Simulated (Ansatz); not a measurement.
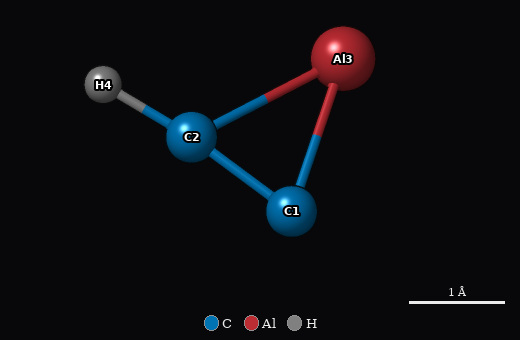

This is the input geometry for a relaxation of C$_{2}$HAl. Style: ball-and-stick. Shown at a tilt.

The run prepares an end point of a later path (hydrogen shift) calculation, from a guessed geometry.

Method: RKS PBE-D4/def2-SVPD (Ansatz 0.2.0).

Input
```yaml
crystal:
  periodic: [false, false, false]
  atoms:
    - { symbol: C, position_ang: [1.06498, -0.45646, 0.8883] }
    - { symbol: C, position_ang: [-0.17269, -0.46971, 1.37142] }
    - { symbol: Al, position_ang: [-0.1769, 0.18371, -0.44854] }
    - { symbol: H, position_ang: [-1.13927, -0.52432, 1.87227] }
basis:
  gaussian: { orbitals: def2-SVPD }
hamiltonian:
  xc: pbe
  dispersion: d4
relax:
  f_tol: 0.02
  max_steps: 50
output:
  orbitals: {}
```

Launched with:
```bash
ansatz run input.yaml --threads 1 --pin off --max-ram 2048MiB --backend cpu --events-out ev --progress --plain --runs-dir out
```

**Where does the relaxation end?**

The atom that moves furthest after the best rigid fit is Al3 (1.23 Å). Largest moves by element: Al 1.23 Å, C 1.10 Å, H 0.87 Å. Some distances before and after: C2–Al3 1.934 → 3.225 Å, C1–C2 1.329 → 1.239 Å, C1–Al3 1.934 → 1.986 Å, C2–H4 1.090 → 1.083 Å. Bonds break: C2–Al3 (1.93 → 3.22 Å). Among the angles between lasting bonds that change: C2–C1–Al3 69.9° → 180.0°, C1–C2–H4 173.5° → 180.0°. After 11 geometry steps the energy has fallen by 1.374 eV. Largest force component: 4.8 eV/Å at the start, 0.0033 eV/Å at the end.

The structure at the end:

```xyz
4

C     0.0432   -0.2109    0.5721
C    -0.4254   -0.5439    1.6695
Al    0.7933    0.3232   -1.1872
H    -0.8350   -0.8352    2.6290
```

After the run, drawn alike:

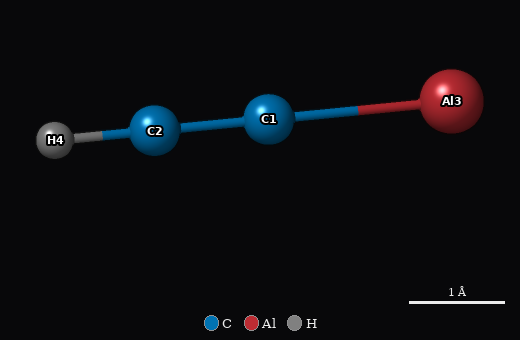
